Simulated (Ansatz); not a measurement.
# CH2ClF (chlorofluoromethane) at CAM-B3LYP/aug-cc-pVDZ

Aim: the electronic atomisation energy of CH2ClF (chlorofluoromethane) at CAM-B3LYP/aug-cc-pVDZ, from 5 runs. 

The results are computed with Ansatz 0.2.0.

68 further runs of the same task are left out: 68 set aside as unsound or not needed.

### Step 1. The structure to begin with

The species is CH2ClF (5 atoms), meant as a singlet with charge 0. As SMILES, `FCCl`. The coordinates come from a PBE0-D4/def2-TZVP relaxation.

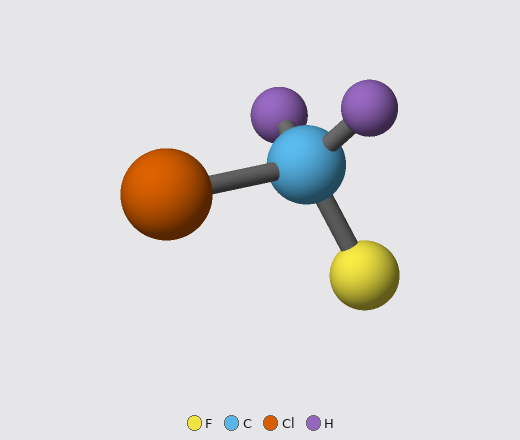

The structure, seen from a chosen angle (fluorine yellow, carbon blue, chlorine orange, hydrogen purple).

### Step 2. The energy at CAM-B3LYP/aug-cc-pVDZ

Contents of in.yaml:

```yaml
crystal:
  periodic: [false, false, false]
  atoms:
    - {symbol: F, position_ang: [-0.970450, 0.560520, 0.766500]}
    - {symbol: C, position_ang: [0.083560, 0.089320, 0.058070]}
    - {symbol: Cl, position_ang: [-0.422970, -1.232890, -0.998060]}
    - {symbol: H, position_ang: [0.832130, -0.302600, 0.745580]}
    - {symbol: H, position_ang: [0.477720, 0.885670, -0.572080]}
basis:
  gaussian:
    orbitals: aug-cc-pVDZ
hamiltonian:
  xc: {name: CAM-B3LYP}
accuracy: high
output: {orbitals: {seedname: orbitals}}
```

On the command line:

```console
ansatz run in.yaml --threads 1 --pin off --max-ram 3480MiB --events-out events.jsonl --progress --plain --runs-dir runs
```

Standard output:

```text
Warning: RAYON_NUM_THREADS=1 ignored (pool sized by the plan → 1); use --threads N
Functional definition: CAM-B3LYP
  name "CAM-B3LYP"
  parameter alpha = 0.19
  parameter beta = 0.46
  parameter omega = 0.33/bohr
  parameter ac = 0.81
  exchange = (1 - alpha - beta)*b88_x + beta*b88_x_sr(omega) + alpha*exact_x + beta*exact_x_lr(omega)
  correlation = (1 - ac)*vwn5_c + ac*lyp_c
1830 factors; integrals over basis functions are off by at most 4.1e-9 eV
428 factors; integrals over basis functions are off by at most 1.9e-9 eV
mean field evaluation 1: about -16307.6896 eV, gradient 2.3e1 eV
mean field evaluation 2: about -16307.7420 eV, gradient 2.5e1 eV
mean field evaluation 4: about -16308.6331 eV, gradient 9.8e-1 eV
mean field evaluation 8: about -16308.7068 eV, gradient 7.2e-2 eV
mean field evaluation 16: about -16308.7068 eV, gradient 1.6e-5 eV
mean field -16308.70678430 eV, -599.3339198844 hartree, gradient 2.8e-8 eV, S^2 0.000000; 0 other end points of the search recorded, 0 dependent functions left out
reference -16308.70680346 eV, -599.3339205887 hartree; 17, 17 occupied and 74, 74 virtual orbitals, 1830 factors
Total energy: -16308.70680346 eV, -599.3339205887 hartree
```

Run time: 5.7 s. Hardware: 1 thread of Arm Neoverse V2, shared host; peak memory 0.3 GiB.

### Step 3. The C atom, same level

Contents of run.yaml:

```yaml
crystal:
  periodic: [false, false, false]
  atoms:
    - {symbol: C, position_ang: [0.000000, 0.000000, 0.000000]}
basis:
  gaussian:
    orbitals: aug-cc-pVDZ
magnetization:
  spin_polarized: true
  initial_magnetization: 2
hamiltonian:
  xc: {name: CAM-B3LYP}
accuracy: high
```

On the command line:

```console
ansatz run run.yaml --threads 1 --pin off --max-ram 3480MiB --events-out events.jsonl --progress --plain --runs-dir runs
```

Standard output:

```text
Warning: RAYON_NUM_THREADS=1 ignored (pool sized by the plan → 1); use --threads N
[... 8 set-up lines as earlier in the session ...]
195 factors; integrals over basis functions are off by at most 2.5e-9 eV
111 factors; integrals over basis functions are off by at most 4.2e-10 eV
mean field evaluation 1: about -1029.3523 eV, gradient 3.8e0 eV
mean field evaluation 2: about -1029.4441 eV, gradient 8.1e-1 eV
mean field evaluation 4: about -1029.4444 eV, gradient 8.2e-1 eV
mean field evaluation 8: about -1029.4510 eV, gradient 1.6e-3 eV
mean field evaluation 16: about -1029.4510 eV, gradient 3.0e-8 eV
mean field -1029.45096518 eV, -37.8316251835 hartree, gradient 3.0e-8 eV, S^2 2.003476; 0 other end points of the search recorded, 0 dependent functions left out
reference -1029.45097729 eV, -37.8316256283 hartree; 4, 2 occupied and 19, 21 virtual orbitals, 195 factors
Total energy: -1029.45097729 eV, -37.8316256283 hartree
```

Run time: 0.42 s. Hardware: 1 thread of Arm Neoverse V2, shared host.

### Step 4. The Cl atom at the same level

Contents of run.yaml:

```yaml
crystal:
  periodic: [false, false, false]
  atoms:
    - {symbol: Cl, position_ang: [0.000000, 0.000000, 0.000000]}
basis:
  gaussian:
    orbitals: aug-cc-pVDZ
magnetization:
  spin_polarized: true
  initial_magnetization: 1
hamiltonian:
  xc: {name: CAM-B3LYP}
accuracy: high
```

On the command line:

```console
ansatz run run.yaml --threads 1 --pin off --max-ram 3480MiB --events-out events.jsonl --progress --plain --runs-dir runs
```

Standard output:

```text
Warning: RAYON_NUM_THREADS=1 ignored (pool sized by the plan → 1); use --threads N
[... 8 set-up lines as earlier in the session ...]
231 factors; integrals over basis functions are off by at most 3.0e-9 eV
105 factors; integrals over basis functions are off by at most 1.4e-9 eV
mean field evaluation 1: about -12521.5527 eV, gradient 2.7e0 eV
mean field evaluation 2: about -12521.6019 eV, gradient 6.4e-1 eV
mean field evaluation 4: about -12521.6028 eV, gradient 6.6e-1 eV
mean field evaluation 8: about -12521.6061 eV, gradient 3.4e-3 eV
mean field evaluation 16: about -12521.6061 eV, gradient 7.9e-8 eV
mean field -12521.60612835 eV, -460.1605377675 hartree, gradient 7.9e-8 eV, S^2 0.752363; 0 other end points of the search recorded, 0 dependent functions left out
reference -12521.60614004 eV, -460.1605381969 hartree; 9, 8 occupied and 18, 19 virtual orbitals, 231 factors
Total energy: -12521.60614004 eV, -460.1605381969 hartree
```

Wall time 0.91 s (1 thread of Arm Neoverse V2, shared host).

### Step 5. The F atom, same level

run.yaml, as its differences from that of step 4:

```diff
@@ -3,3 +3,3 @@
   atoms:
-    - {symbol: Cl, position_ang: [0.000000, 0.000000, 0.000000]}
+    - {symbol: F, position_ang: [0.000000, 0.000000, 0.000000]}
 basis:
```

Run the same way, it converges to -99.71610 Eh (log not shown).

### Step 6. The H atom, same level

Contents of job.yaml:

```yaml
crystal:
  periodic: [false, false, false]
  atoms:
    - symbol: H
      position_ang: [0.000000, 0.000000, 0.000000]
basis:
  gaussian: {orbitals: aug-cc-pVDZ}
hamiltonian: {xc: {name: CAM-B3LYP}}
magnetization: {spin_polarized: true, initial_magnetization: 1}
accuracy: high
```

Run the same way, it converges to -0.49832 Eh (log not shown).

### Step 7. What came out

Level: CAM-B3LYP/aug-cc-pVDZ.

| quantity | value |
| --- | --- |
| molecule: total energy | -599.33392 Eh |
| molecule: HOMO energy | -10.33 eV |
| molecule: LUMO energy | 0.27 eV |
| molecule: HOMO–LUMO gap | 10.60 eV |
| C atom: total energy | -37.83163 Eh |
| C atom: ⟨S²⟩ | 2.003 |
| Cl atom: total energy | -460.16054 Eh |
| Cl atom: ⟨S²⟩ | 0.752 |
| F atom: total energy | -99.71610 Eh |
| F atom: ⟨S²⟩ | 0.752 |
| H atom: total energy | -0.49832 Eh |
| H atom: ⟨S²⟩ | 0.750 |
| electronic atomisation energy | 17.117 eV |

In words: Taking the molecule apart into free atoms costs 17.12 eV (1652 kJ/mol), before zero-point energy and without spin-orbit coupling.
